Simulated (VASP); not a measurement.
Band structure of W₂C (space group P-3m1). These are PBE GGA, VASP's PBE PAW potentials (set 64) (plane waves; VASP 6.6.1) values and carry that method's errors.

Unless said otherwise, spin-orbit coupling is left out, though it shifts the bands of the heavy elements here.

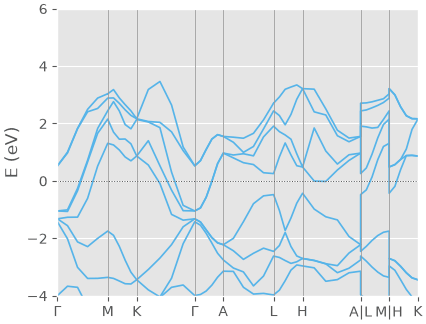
Figure. Bands along high-symmetry lines, zero at the valence-band maximum or, without a gap, the Fermi level

**Question.** Read the plot: is there a gap, and where are the band edges?

**Answer.** It has no gap at this level: it comes out as a metal or semimetal.

The structure comes from a computed database's W2C entry; how it stands against other phases isn't given here. The cell was not relaxed at this level.
